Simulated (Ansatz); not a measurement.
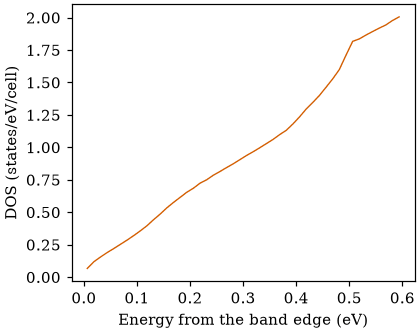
*Density of states of ScCuO$_{2}$ (R-3m) above the conduction band minimum, PBEsol, rigid bands in Ansatz (a quantum-chemistry and plane-wave program); cell volume 50.1 Å³.*

Problem. What effective density of states at 300 K does this give (∫ g(E) exp(−E/k_BT) dE, both spins, divided by the cell's size)?

Solution. 6.8e19 cm⁻³, a density-of-states mass of 1.94 mₑ, valleys and band degeneracy included.

Spin-orbit coupling is left out. Geometry: cell and atoms relaxed with PBEsol.

Formula and space group known from diffraction (Crystallography Open Database), not checked to be the room-temperature form: ScCuO2 (R-3m).
